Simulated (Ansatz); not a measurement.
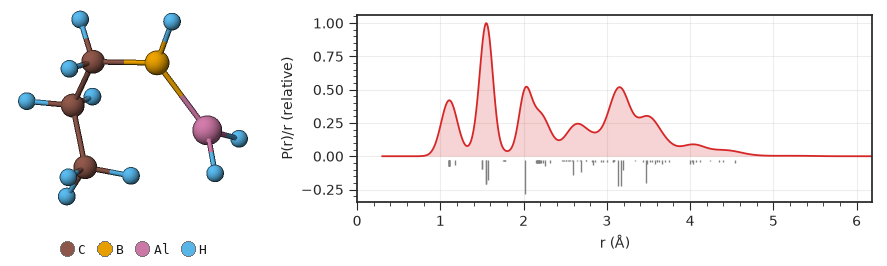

Simulated gas electron diffraction: radial distribution curve of C3H10AlB. Each pair of atoms contributes with weight ZᵢZⱼ/r (bars below the curve); damping constant 0.0015 Å²; vibrational amplitudes assumed, not computed: 0.05 Å for bonds, 0.078 Å for bonds to H, 0.06 + 0.015 r up to 0.15 Å for other pairs. The geometry is the end point of an optimisation (UKS PBE0-D4/STO-3G (Ansatz)); it may be a saddle point or a higher isomer.

Question: Which pairs of atoms lie under the first 7 clear peaks? Mark bonded pairs by – and others by ···.

Answer: Peak 1, 1.11 Å: C–H 1.10–1.11 Å (×7), B–H 1.18 Å, not resolved
Peak 2, 1.55 Å: Al–H 1.50 Å (×2), C–C 1.54–1.55 Å (×2), C–B 1.58 Å, not resolved
Peak 3, 2.03 Å: Al–B 2.02 Å, C···H 2.16–2.20 Å (×9), Al···H 2.26 Å, not resolved
Peak 4, 2.65 Å: H···H 2.46–2.75 Å (×13), C···C 2.60 Å, C···B 2.69 Å, Al···H 2.83 Å, not resolved
Peak 5, 3.15 Å: B···H 2.95–3.08 Å (×4), Al···C 3.13–3.17 Å (×2), C···B 3.20 Å, not resolved
Peak 6, 3.48 Å: Al···C 3.47 Å, Al···H 3.48–3.67 Å (×3), C···H 3.52–3.74 Å (×5), not resolved
Peak 7, 4.04 Å: H···H 3.91–4.34 Å (×6), Al···H 4.00–4.03 Å (×2), C···H 4.03–4.35 Å (×4), B···H 4.24 Å, not resolved; in its flanks H···H 4.40–4.82 Å, Al···H 4.54 Å
